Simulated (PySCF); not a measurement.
SMILES OB(O)C#C[Si](O)(O)O (C₂H₅BO₅Si), singlet at its PBE0/def2-SVP optimised geometry (Å):

```
14

Si    -1.0465    -2.5779     0.0241
O     -0.7368    -3.4300    -1.3464
O     -0.5992    -3.4646     1.3330
O     -2.6593    -2.2743     0.1044
C     -0.0987    -1.0002     0.0047
C      0.5363     0.0477     0.0015
B      1.3414     1.3749     0.0000
O      0.7173     2.5779     0.0000
O      2.6968     1.3749     0.0000
H      0.1808    -3.6411    -1.5391
H     -0.6917    -3.0550     2.1977
H     -3.0642    -1.8327    -0.6472
H     -0.2401     2.4949     0.0016
H      3.0642     0.4869     0.0031
```

Level of theory: PBE0/def2-TZVP (PySCF). Cells within 0.4 Å of a nucleus heavier than hydrogen are left out (blank, or x).

Map of the LUMO amplitude (bohr^(-3/2)) on the plane z = 1.5 Å; orbital energy -1.17 eV, overall sign arbitrary:

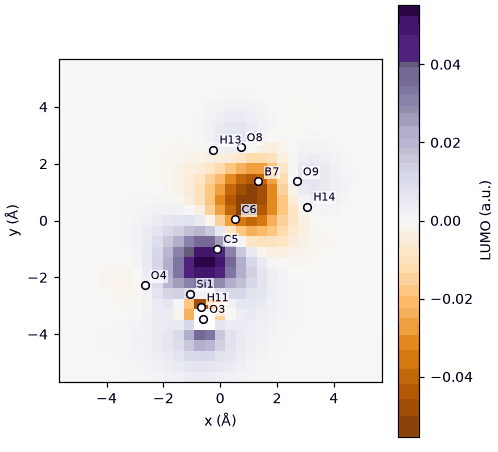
Figure. LUMO amplitude (bohr^(-3/2)) on the plane z = 1.5 Å.
